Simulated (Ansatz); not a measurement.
## Electronic structure of BClGaH5Si (SMILES [SiH3][B](Cl)[GaH2]) in real space

Input

```
crystal:
  periodic: [false, false, false]
  atoms:
    - {symbol: Si, position_ang: [0.315626, 1.250737, -1.018581]}
    - {symbol: B, position_ang: [0.494362, -0.539822, -0.102681]}
    - {symbol: Cl, position_ang: [1.799363, -1.605710, -0.593480]}
    - {symbol: Ga, position_ang: [-0.771421, -1.238107, 1.405804]}
    - {symbol: H, position_ang: [-1.032241, 1.324532, -1.653241]}
    - {symbol: H, position_ang: [0.371209, 2.322904, 0.016833]}
    - {symbol: H, position_ang: [1.354269, 1.515750, -2.050143]}
    - {symbol: H, position_ang: [-2.066211, -2.067250, 1.070962]}
    - {symbol: H, position_ang: [-0.464965, -0.963024, 2.924529]}
basis:
  gaussian: {orbitals: def2-TZVPP}
hamiltonian: {xc: pbe0, dispersion: d4}
output: {orbitals: {seedname: orbitals}}
```

Run with:

```sh
ansatz run in.yaml --threads 4 --pin off --events-out ev --progress --plain --max-ram 10444MiB
```

Geometry: PBE0-D4/def2-TZVP.

Level of theory: Ansatz 0.2.0, RKS PBE0-D4/def2-TZVPP.

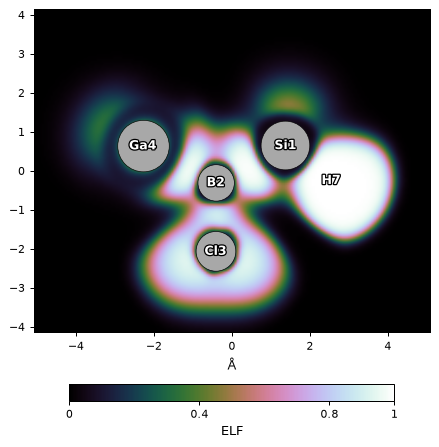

Figure 1. Electron localisation function on the plane of atoms Si1, B2 and Ga4. Grey discs cover the atomic cores.

Q: What does the map show?

A:
- The section cuts through Si, B, Cl, Ga and H sites.
- B–Cl (1.76 Å): the ELF peaks at about 0.90 between the atoms, as expected for a shared but strongly polarised pair.
- Si–B (2.02 Å): the ELF peaks at about 1 between the atoms; localised, covalent bonding.
- Ga–B (2.09 Å): the ELF peaks at about 0.95 in the valence shell of B, 0.8 Å from its nucleus, and is about 0.75 at the midpoint.
- Si–H (1.49 Å): the ELF climbs to about 1 towards the hydrogen, as it does in any bond to H.
- The ELF also peaks beside Cl3, away from the bonds: lone-pair regions.

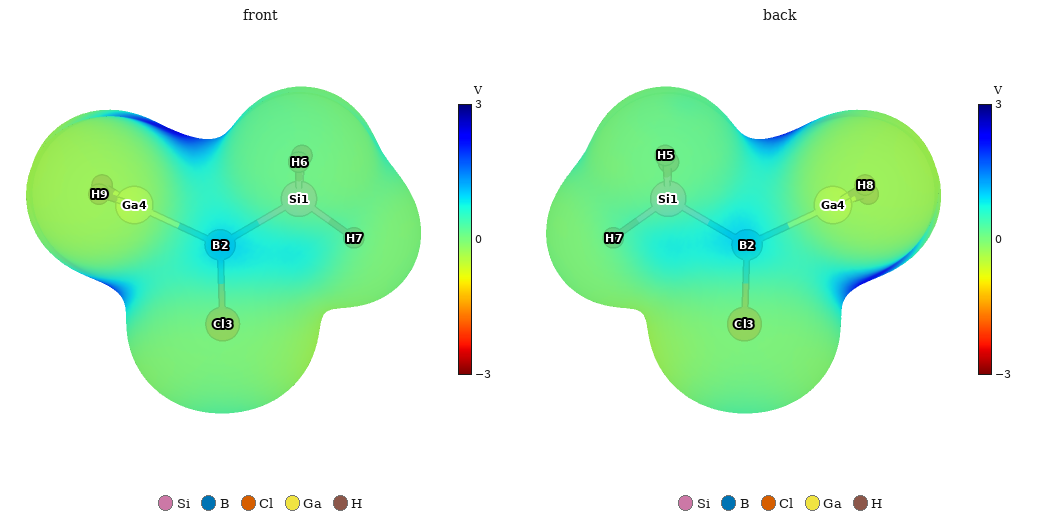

Figure 2. The electrostatic potential painted on the density surface at 0.001 e/bohr³, seen from the front and from behind; the colour scale runs from red (negative) to blue (positive).

Q: Describe the electrostatic potential map.

A: The most negative region (about −0.3 V) lies over H8 and H9, the most positive (about +2.3 V) over Ga4.

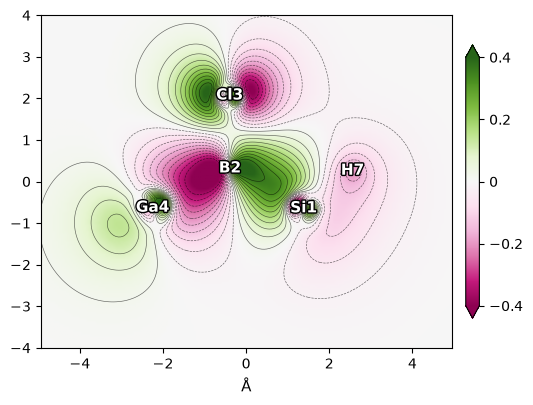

Figure 3. The HOMO on the plane of atoms Si1, B2 and Cl3 (values in Å⁻³ᐟ²; the overall sign is arbitrary).

Q: Describe this orbital and give its energy.

A: By Hirshfeld shares it lies mainly on B2 (about 25 %), Cl3 (about 25 %), Ga4 (about 20 %) and Si1 (about 15 %). Its energy is −6.99 eV.
